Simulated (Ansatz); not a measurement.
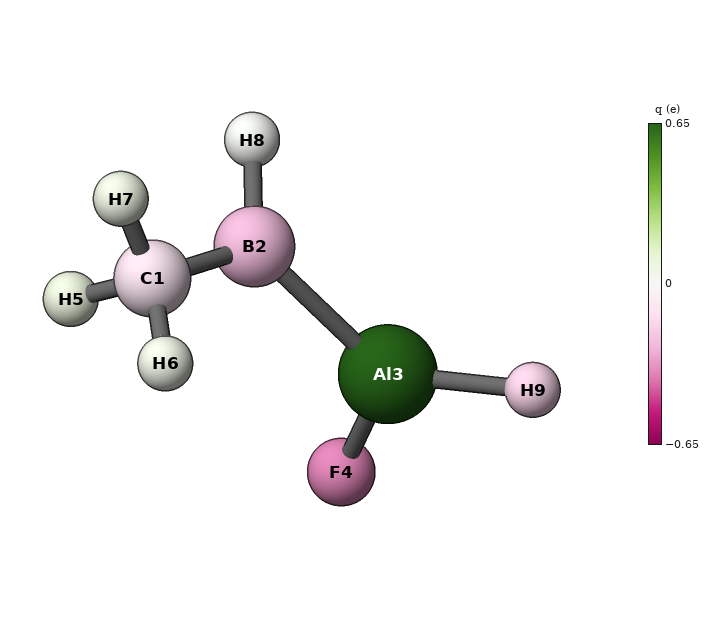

Atoms are coloured by their Mulliken charges. The geometry was computed by an optimisation with PBE-D4/def2-SVP. No frequency run is at hand to confirm it as a minimum. Properties computed with RKS PBE-D4/def2-SVP (Ansatz 0.2.0).

### Which atom carries the highest charge (most positive or least negative)?

Al3 (0.65 e).

### And the lowest?

F4 (−0.35 e).

List the Mulliken charges.

```csv
atom,value (e)
C1,−0.09
B2,−0.24
Al3,0.65
F4,−0.35
H5,0.07
H6,0.05
H7,0.06
H8,0.02
H9,−0.16
```

Mulliken values depend strongly on the basis set and can even reverse the polarity of a bond.
